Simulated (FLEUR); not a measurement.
Band structure of Na3Hg (R-3m, 4 atoms in the cell).

```xyz
4
Lattice="2.6879 1.5519 4.4009 -2.6879 1.5519 4.4009 0.0000 -3.1037 4.4009" Properties=species:S:1:pos:R:3 pbc="T T T"
Na     0.0000     0.0000     6.6013
Na     0.0000     0.0000     3.3055
Na     0.0000     0.0000     9.8971
Hg     0.0000     0.0000     0.0000
```

Level of theory: PBEsol, all-electron FLAPW (FLEUR), scalar-relativistic valence run with FLEUR.

Settings: Kmax = 3.8 1/bohr; GmaxXC = 13.3 1/bohr; xcFunctional = PBEs; jspins = 1; l_soc = F; mode = gauss; fermiSmearingEnergy = 0.00367493 Htr; mesh (inpgen div1-3) = 4 4 4; inpgen gamma flag = true; Gmax = 13.3 1/bohr; numbands = 35; maxIterBroyd = 40; imix = Anderson; alpha = 0.05.

The starting cell comes from a database of computed structures (which also holds hypothetical and non-ambient phases and stackings), without a prior relaxation at this level. Spin-orbit coupling is off. Values depend on the basis (sphere radii, cutoffs, local orbitals), which need not be converged.

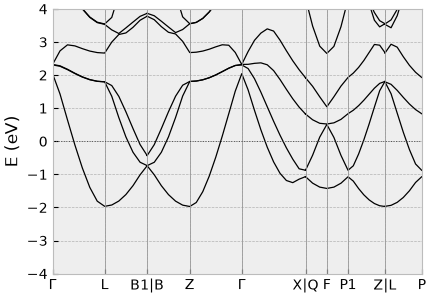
*Bands along the path, energies from the Fermi level.*

Levels in eV from the Fermi level, bands 19 to 26:
```csv
point,19,20,21,22,23,24,25,26
Γ,-6.77,-6.77,-5.57,2.04,2.31,2.32,2.32,4.23
L,-6.76,-6.76,-4.53,-1.97,1.80,1.80,2.67,3.53
B1,-6.77,-6.76,-4.18,-0.74,-0.74,-0.43,3.78,3.87
Z,-6.76,-6.76,-4.54,-1.97,1.81,1.81,2.68,3.55
X,-6.77,-6.76,-4.22,-1.07,-0.88,0.82,1.92,4.32
F,-6.77,-6.75,-4.22,-1.43,0.51,0.52,1.04,2.65
P1,-6.77,-6.76,-4.22,-1.07,-0.88,0.83,1.93,4.29
P,-6.77,-6.76,-4.22,-1.07,-0.88,0.83,1.93,4.29
```
